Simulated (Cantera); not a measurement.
Feed: 1 mol CH3SiCl3, 410 mol H2, at 0.120 bar.

Equilibrium computed with Cantera from the NASA thermochemical tables; the gas is ideal and each condensed phase is pure. Candidate condensed phases: C, C6H6, C7H8, C8H18, Si, SiC; 109 gas species. The feed counts by its element totals alone. The tables' values for SiCl are old estimates; treat these amounts as uncertain. Gases not in the tables: Si2H6 and higher silanes. Rates play no part.

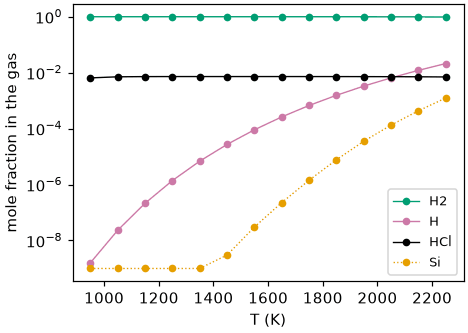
Fig. 1. Equilibrium gas composition (values under 1e-9 drawn at 1e-9)

### Question
Read off the mole fractions at 2250 K.

### Answer
H2 about 0.97, H about 0.021, HCl about 0.0070, Si about 0.0012.
